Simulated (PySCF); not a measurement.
```xyz
21

C     2.9756    1.2669   -1.3283
C     2.0748    0.3959   -0.6031
C     1.3352   -0.3334   -0.0026
C     0.4377   -1.2012    0.7279
Si   -0.4444   -0.1842    2.1281
Si   -1.9534    1.0472    0.8839
C    -1.5820    0.3955   -0.8854
C    -1.5007   -1.0933   -0.8751
C    -0.6104   -1.7814   -0.1650
Cl   -0.6631   -3.5264   -0.2037
H     3.9195    1.3557   -0.7910
H     2.5366    2.2595   -1.4341
H     3.1730    0.8614   -2.3208
H     1.0275   -2.0092    1.1674
H     0.6121    0.5364    2.8490
H    -1.0123   -1.1685    3.0581
H    -1.7825    2.5056    0.8819
H    -3.3677    0.7890    1.1864
H    -0.6252    0.8150   -1.2014
H    -2.3338    0.7172   -1.6031
H    -2.2257   -1.6306   -1.4694
```

Geometry: GFN2-xTB.

The calculation used PBE0/pcSseg-1, SCF density, gas phase, non-relativistic in PySCF 2.14.0.

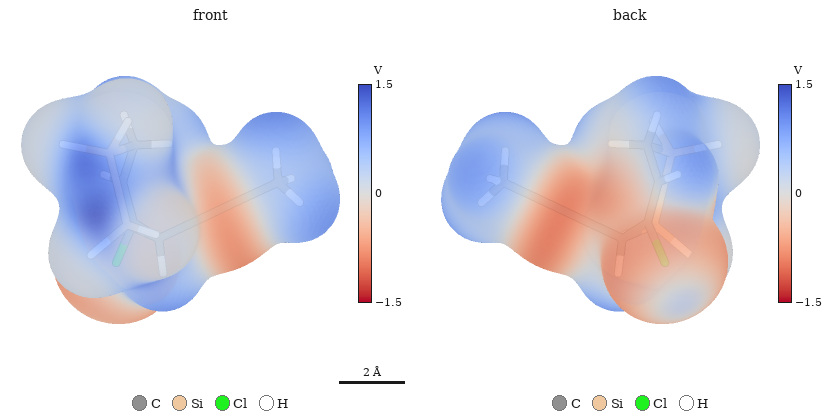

C$_{7}$H$_{11}$ClSi$_{2}$ (SMILES CC#C[C@H]1[SiH2][SiH2]CC=C1Cl). The molecular electrostatic potential painted on the density surface at 0.002 e/bohr³, seen from the front and from behind; red is negative and blue positive.

Describe the electrostatic potential map.

The most negative region (about −0.9 V, or −21 kcal/mol for a unit charge) lies over C2 and C3, the most positive (about +1.2 V, or +28 kcal/mol for a unit charge) over Si5 and Si6. Cl10 shows a σ-hole: about +0.2 V at the tip opposite its bond, against about −0.6 V, or −14 kcal/mol for a unit charge on its flanks.

How polar is the molecule by this calculation?

Its dipole moment is 2.35 D.
